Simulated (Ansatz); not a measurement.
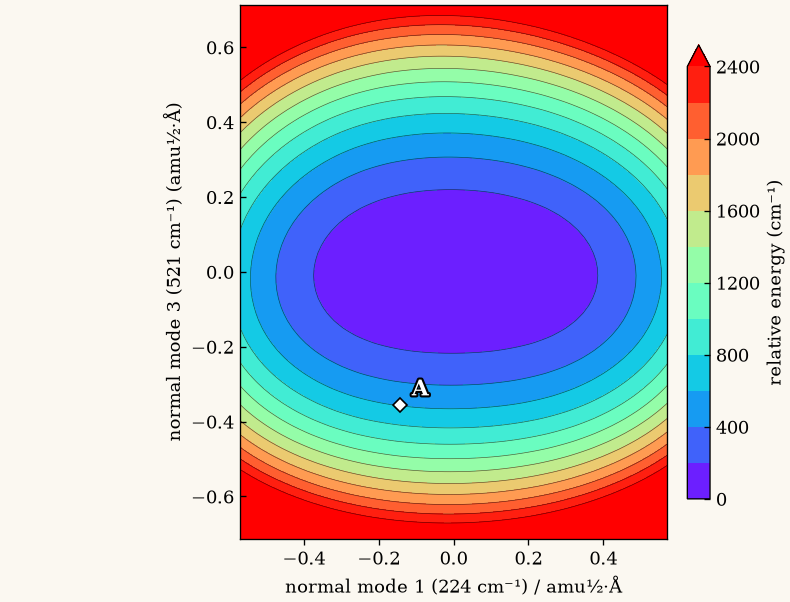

H₃SeSi, SMILES [SiH2][SeH], spin multiplicity 2. First axis: normal mode 1 (224 cm⁻¹). Second axis: normal mode 3 (521 cm⁻¹). Nothing is relaxed (straight displacements along the two mass-weighted modes). The grid has 9 × 9 points. Points are written as (first, second). Energies are in cm⁻¹, from the relaxed molecule at the same level. All numbers below come from UKS r2SCAN0-D4/def2-TZVP (Ansatz).

In the figure: filled contours, one colour for all values above the top of the scale, the point A. Between grid points the surface is interpolated.

> Which way does the force act at A, and how strong is it?

A, at (−0.143 amu½·Å, −0.357 amu½·Å), is not a stationary point. The computed force is 440 cm⁻¹ for each amu½·Å towards larger values of normal mode 1 (224 cm⁻¹) and 3500 cm⁻¹ for each amu½·Å towards larger values of normal mode 3 (521 cm⁻¹).
